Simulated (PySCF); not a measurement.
# CH5BOS (SMILES COBS): levels of theory compared

Wanted: a comparison of 6 runs (B3LYP/STO-3G, B3LYP/6-31G*, PBE0/def2-SVP, PBE/aug-cc-pVDZ, BP86/def2-TZVP, BLYP/pcseg-2) of CH5BOS. Input form: a Python script.

Program for the calculation: PySCF 2.14.0.

## (1) The molecule

The species is CH5BOS (9 atoms), meant as a singlet with charge 0. As SMILES, `COBS`. Geometry: relaxed at PBE0-D4/def2-TZVP. This is one conformer, not always the lowest.

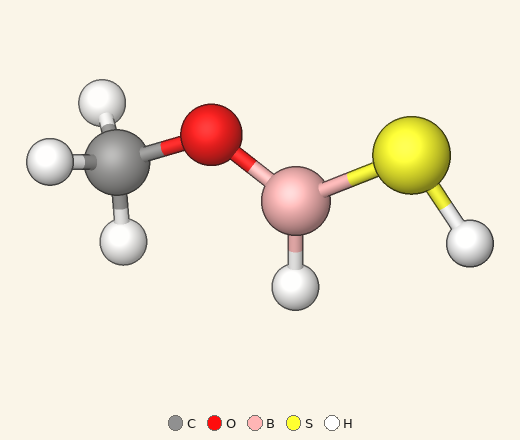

The structure, seen from a chosen angle (carbon grey, oxygen red, boron pink, sulfur yellow, hydrogen white).

## (2) Energy and forces at B3LYP/STO-3G (run 1)

job.py

```python
from pyscf import gto, dft

mol = gto.M(
    atom='''
C        0.569500       0.756200      -1.208400
O        0.058000       0.724300       0.107400
B       -0.311900      -0.424400       0.697800
S       -0.950000      -0.317900       2.384900
H        0.616800      -0.246400      -1.642400
H       -0.075000       1.387200      -1.823700
H        1.571200       1.190000      -1.188400
H       -0.226000      -1.480600       0.136800
H       -1.164300      -1.634700       2.518700
''',
    max_memory=1860,
    basis='sto-3g',
    verbose=4,
    charge=0,
)

mf = dft.RKS(mol, xc='b3lyp')
mf.conv_tol = 1e-10
mf.grids.level = 5
mf.kernel()
if not mf.converged:
    mf = mf.newton().run(mf.mo_coeff, mf.mo_occ)

etot = mf.e_tot
print(f'total energy: {etot:.8f} hartree')
grad = mf.nuc_grad_method().kernel()
mf.analyze()
```

Launch:

```
$ OMP_NUM_THREADS=1 python job.py
```

What it wrote:

```text
PySCF version 2.14.0

[... 78 lines left out ...]
total energy: -533.21399864 hartree
[... 17 lines left out ...]
Two-electron Coulomb Energy =          391.747064032228081
[... 6 lines left out ...]
MO #4   energy= -7.60089741218555  occ= 2
[... 4 lines left out ...]
MO #9   energy= -0.98740887220611  occ= 2
[... 4 lines left out ...]
MO #14  energy= -0.424027469651505 occ= 2
[... 4 lines left out ...]
MO #19  energy= -0.193508873401803 occ= 2
[... 4 lines left out ...]
MO #24  energy= 0.386941601334953  occ= 0
[... 4 lines left out ...]
MO #29  energy= 0.623416868767334  occ= 0
[... 41 lines left out ...]
Dipole moment(X, Y, Z, Debye):  0.46669, -0.43254, -1.34829
```

Wall time 16 s (1 thread of Intel Xeon at 2.70GHz, shared host); peak memory 0.36 GiB.

## (3) Energy and forces at B3LYP/6-31G(d) (spherical functions) (run 2)

calc.py

```python
import pyscf.grad
from pyscf import gto, dft

mol = gto.M(
    atom='''
C    0.569500   0.756200  -1.208400
O    0.058000   0.724300   0.107400
B   -0.311900  -0.424400   0.697800
S   -0.950000  -0.317900   2.384900
H    0.616800  -0.246400  -1.642400
H   -0.075000   1.387200  -1.823700
H    1.571200   1.190000  -1.188400
H   -0.226000  -1.480600   0.136800
H   -1.164300  -1.634700   2.518700
''',
    max_memory=1860,
    basis='6-31g*',
    spin=0,
    verbose=4,
)

myscf = dft.RKS(mol, xc='b3lyp')
myscf.conv_tol = 1e-10
myscf.grids.level = 5
myscf.kernel()
if not myscf.converged:
    myscf = myscf.newton().run(myscf.mo_coeff, myscf.mo_occ)

etot = myscf.e_tot
print('Final energy', etot)
grad = myscf.Gradients().kernel()
myscf.analyze()
```

Launch:

```
$ OMP_NUM_THREADS=1 python calc.py
```

What it wrote:

```text
PySCF version 2.14.0

[... 97 lines left out ...]
DFT Exchange-Correlation Energy =      -45.729418398646963
[... 11 lines left out ...]
MO #10  energy= -0.744008184119626 occ= 2
[... 9 lines left out ...]
MO #20  energy= -0.260419246002677 occ= 2
[... 9 lines left out ...]
MO #30  energy= 0.351047645308985  occ= 0
[... 9 lines left out ...]
MO #40  energy= 0.681255877227389  occ= 0
[... 9 lines left out ...]
MO #50  energy= 1.00108092169591   occ= 0
[... 9 lines left out ...]
MO #60  energy= 1.75812093668016   occ= 0
[... 9 lines left out ...]
MO #70  energy= 2.89726397370944   occ= 0
[... 82 lines left out ...]
Dipole moment(X, Y, Z, Debye):  0.68980, -0.84371, -2.05805
```

It took 28 s on 1 thread of Intel Xeon at 2.70GHz, shared host; peak memory 0.69 GiB.

Runs 3 to 5 aren't shown in full; the table further down has their settings and results.

## (4) Energy and forces at BLYP/pcseg-2 (run 6)

Changes to job.py since step 2:

```diff
@@ -1,4 +1,6 @@
+# COBS
+import pyscf.grad
 from pyscf import gto, dft
 
-mol = gto.M(
+system = gto.M(
     atom='''
@@ -14,11 +16,11 @@
 ''',
+    spin=0,
+    basis='pcseg-2',
     max_memory=1860,
-    basis='sto-3g',
     verbose=4,
-    charge=0,
 )
 
-mf = dft.RKS(mol, xc='b3lyp')
+mf = dft.RKS(system, xc='blyp')
+mf.grids.level = 5
 mf.conv_tol = 1e-10
-mf.grids.level = 5
 mf.kernel()
@@ -27,5 +29,6 @@
 
-etot = mf.e_tot
-print(f'total energy: {etot:.8f} hartree')
-grad = mf.nuc_grad_method().kernel()
-mf.analyze()
+e_tot = mf.e_tot
+print('Final energy', e_tot)
+grad = mf.Gradients().kernel()
+dip = mf.dip_moment()
+pop, q = mf.mulliken_pop()
```

Launch:

```
$ OMP_NUM_THREADS=1 python job.py
```

What it wrote:

```text
PySCF version 2.14.0

[... 81 lines left out ...]
converged SCF energy = -539.470311952589
Final energy -539.4703119525891
[... 12 lines left out ...]
Dipole moment(X, Y, Z, Debye):  0.59516, -0.72635, -1.77532
[... 204 lines left out ...]
charge of    8H =      0.06043
```

Run time: 2.8 min. Hardware: 1 thread of Intel Xeon at 2.70GHz, shared host; peak memory 2.9 GiB.

## (5) The series

```
run                               level  energy (Eh)  dipole moment (D)  HOMO energy (eV)  LUMO energy (eV)  wall time
  1                        B3LYP/STO-3G  -533.213999               1.49             -3.84              3.83       16 s
  2  B3LYP/6-31G* (spherical functions)  -539.437989               2.33             -7.09              0.28       28 s
  3                       PBE0/def2-SVP  -538.906538               2.19             -7.37              0.31       38 s
  4                     PBE/aug-cc-pVDZ  -539.104539               1.98             -6.35             -1.06    1.7 min
  5                      BP86/def2-TZVP  -539.547785               1.97             -6.40             -1.00    1.7 min
  6                        BLYP/pcseg-2  -539.470312               2.01             -6.17             -0.85    2.8 min
```

## (6) Outcome

```
                       quantity          value
            run 6: total energy  -539.47031 Eh
           run 6: dipole moment         2.01 D
             run 6: HOMO energy       -6.17 eV
             run 6: LUMO energy       -0.85 eV
           run 6: HOMO–LUMO gap        5.32 eV
run 6: largest force on an atom     0.695 eV/Å
```

The dipole moment (its size) runs from 1.49 D (B3LYP/STO-3G) to 2.33 D (B3LYP/6-31G*). The HOMO–LUMO gap runs from 5.29 eV (PBE/aug-cc-pVDZ) to 7.68 eV (PBE0/def2-SVP). The two ends differ in method and basis. Totals of different functionals can't be ranked against each other. In run 1 the basis is minimal, so the values are rough. All runs together took 7.6 min, the longest 2.8 min.
